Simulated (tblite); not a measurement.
Run report: C7H12O, saddle-point search

System: C7H12O, SMILES O=C1CCCCCC1.
Method: GFN2-xTB saddle search (eigenvector following) and harmonic vibrations, gas phase (tblite 0.8.0).

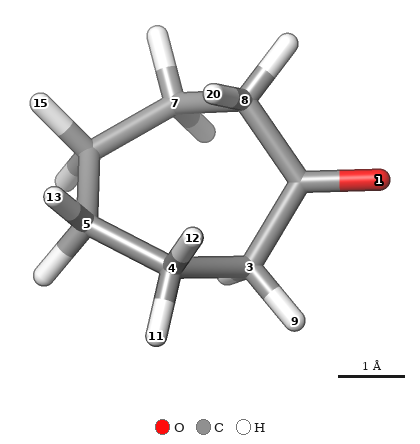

Fig. 1: The input geometry (stick view, seen at a tilt; atoms are numbered from 1 in the order of the input). Bond lengths as drawn: C–C 1.51 to 1.55 Å, C–H 1.09 Å and C–O 1.21 Å.

**Input file**
```
{"job": {"xc": "GFN2-xTB", "basis": "xTB", "kind": "saddle"}, "charge": 0, "multiplicity": 1}
O      2.677797     1.389913    -0.152808
C      1.608973     0.835062    -0.091648
C      1.287354    -0.405643    -0.889633
C      0.614599    -1.463136    -0.015180
C     -0.909926    -1.338328     0.161582
C     -1.626713     0.021957    -0.017320
C     -0.841182     1.345551     0.029166
C      0.484608     1.324980     0.789125
H      2.220003    -0.793254    -1.304259
H      0.638775    -0.135099    -1.723972
H      0.812526    -2.444601    -0.451423
H      1.102015    -1.456701     0.962429
H     -1.143101    -1.719718     1.157787
H     -1.384805    -2.024866    -0.542289
H     -2.397672     0.063319     0.755138
H     -2.156686     0.004820    -0.971983
H     -1.488253     2.093484     0.492095
H     -0.645985     1.694940    -0.987245
H      0.739316     2.328573     1.135709
H      0.408354     0.678746     1.664731
```

The first line tells a small driver script what to run in tblite; the rest is the geometry in Å.

Run as:
```bash
OMP_NUM_THREADS=1 python <driver script> task.json out
```

**The program's output**
```
step      E/eV     max force
  0    -684.69374   0.0261
  1    -684.69400   0.0032
lowest wavenumbers (cm-1): -210.0 57.4 147.8 272.1 303.8 318.9
```

**Trajectory as extended XYZ (Å, eV, eV/Å), 2 frames, from step=0 to step=1**
```
20
Properties=species:S:1:pos:R:3:forces:R:3 step=0 energy=-684.69374
O     2.6778    1.3899   -0.1528   -0.0240  -0.0100   0.0020
C     1.6090    0.8351   -0.0916    0.0160   0.0060   0.0010
C     1.2874   -0.4056   -0.8896   -0.0070  -0.0030  -0.0060
C     0.6146   -1.4631   -0.0152   -0.0050   0.0020  -0.0020
C    -0.9099   -1.3383    0.1616   -0.0040   0.0010   0.0000
C    -1.6267    0.0220   -0.0173    0.0060   0.0010  -0.0040
C    -0.8412    1.3456    0.0292    0.0010   0.0020   0.0010
C     0.4846    1.3250    0.7891   -0.0030  -0.0040   0.0040
H     2.2200   -0.7933   -1.3043   -0.0030   0.0030  -0.0040
H     0.6388   -0.1351   -1.7240   -0.0070  -0.0080  -0.0080
H     0.8125   -2.4446   -0.4514    0.0020   0.0020   0.0080
H     1.1020   -1.4567    0.9624    0.0080   0.0070  -0.0110
H    -1.1431   -1.7197    1.1578    0.0020   0.0100   0.0040
H    -1.3848   -2.0249   -0.5423    0.0050  -0.0060   0.0010
H    -2.3977    0.0633    0.7551    0.0070   0.0020  -0.0060
H    -2.1567    0.0048   -0.9720    0.0040  -0.0010   0.0030
H    -1.4883    2.0935    0.4921   -0.0070   0.0000  -0.0050
H    -0.6460    1.6949   -0.9872    0.0150   0.0030   0.0080
H     0.7393    2.3286    1.1357   -0.0020  -0.0070   0.0060
H     0.4084    0.6787    1.6647   -0.0040   0.0020   0.0080
20
Properties=species:S:1:pos:R:3:forces:R:3 step=1 energy=-684.69400
O     2.6757    1.3886   -0.1515    0.0000   0.0000   0.0000
C     1.6071    0.8341   -0.0911    0.0000   0.0000   0.0000
C     1.2839   -0.4046   -0.8927    0.0000   0.0000   0.0000
C     0.6156   -1.4599   -0.0125    0.0000  -0.0010   0.0000
C    -0.9097   -1.3391    0.1566   -0.0010  -0.0010   0.0000
C    -1.6262    0.0230   -0.0127   -0.0020   0.0000   0.0000
C    -0.8378    1.3445    0.0250   -0.0010   0.0010  -0.0010
C     0.4833    1.3218    0.7925   -0.0010   0.0000   0.0000
H     2.2156   -0.7903   -1.3109    0.0000   0.0000   0.0000
H     0.6313   -0.1372   -1.7250    0.0000   0.0000   0.0000
H     0.8193   -2.4445   -0.4387    0.0000   0.0020   0.0010
H     1.1013   -1.4423    0.9657   -0.0010   0.0000  -0.0020
H    -1.1475   -1.7287    1.1485    0.0000   0.0010  -0.0020
H    -1.3781   -2.0210   -0.5561    0.0010   0.0010   0.0010
H    -2.3866    0.0671    0.7698    0.0020   0.0000  -0.0020
H    -2.1685    0.0076   -0.9604    0.0010   0.0000   0.0030
H    -1.4866    2.0983    0.4762    0.0020  -0.0020  -0.0010
H    -0.6328    1.6851   -0.9925   -0.0010  -0.0010   0.0020
H     0.7385    2.3236    1.1434    0.0000   0.0000   0.0000
H     0.4025    0.6739    1.6664    0.0000   0.0000   0.0000
```

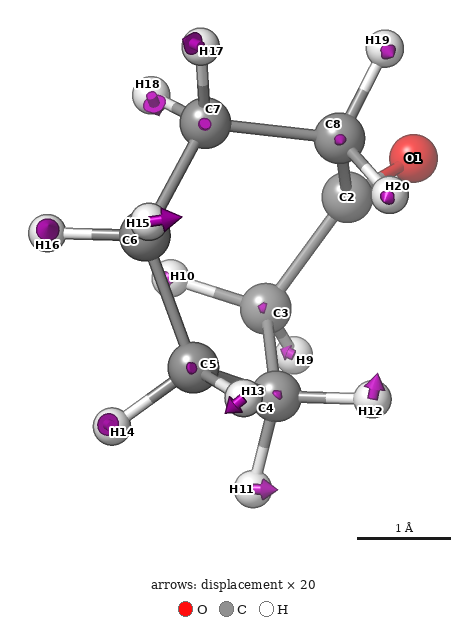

Fig. 2: The starting structure with the displacements as pink arrows, magnified 20 times (ball-and-stick view, seen at a tilt). The two geometries are laid on each other by the best rigid fit. The energy falls by next to nothing (0.0 eV) in 1 geometry step. The largest force component goes from 0.024 to 0.003 eV/Å. The largest move after the best rigid fit is that of H15, 0.019 Å. By element the largest moves are H 0.019 Å, C 0.006 Å, O 0.003 Å. (Atoms are counted from 1 in the order of the input.)

**Summary**

- outcome: converged
- total energy: −684.6940 eV
- point group: C2
- hardware: 1 CPU thread, shared host
- wall time: 3.5 s
- peak memory: 0.2 GiB
